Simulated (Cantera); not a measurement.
Charge: 1 mol TEOS, 1.9 mol H₂O, 25 mol N₂, at 0.133 bar.

These are equilibrium values from Cantera (NASA tables, ideal gas, pure condensed phases), not measurements of a reactor. Candidate condensed phases: C, C₆H₆, C₇H₈, C₈H₁₈, H₂O, Si, SiC, SiO₂, Si₂N₂O, Si₃N₄; 151 gas species. The feed counts by its element totals alone. N₂ is the only nitrogen source here; it is nearly inert below about 1500 K, so the nitride shown seldom forms there in practice. The tables hold silica as quartz up to 1696 K and as liquid above; real silica turns to tridymite and cristobalite and melts near 1996 K. Rates play no part.

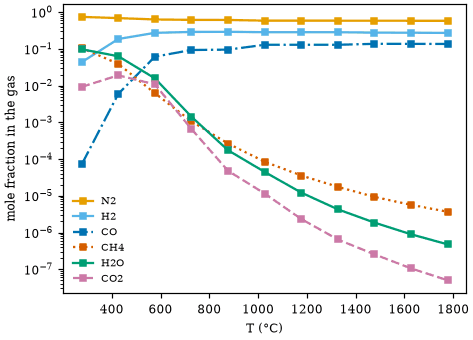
Figure. Equilibrium gas composition (values under 1e-9 drawn at 1e-9)

Question: Read off the mole fractions at 277 °C.

Answer: N₂ about 0.74, CH₄ about 0.11, H₂O about 0.097, H₂ about 0.043, CO₂ about 0.0092, CO about 7.1e-5.
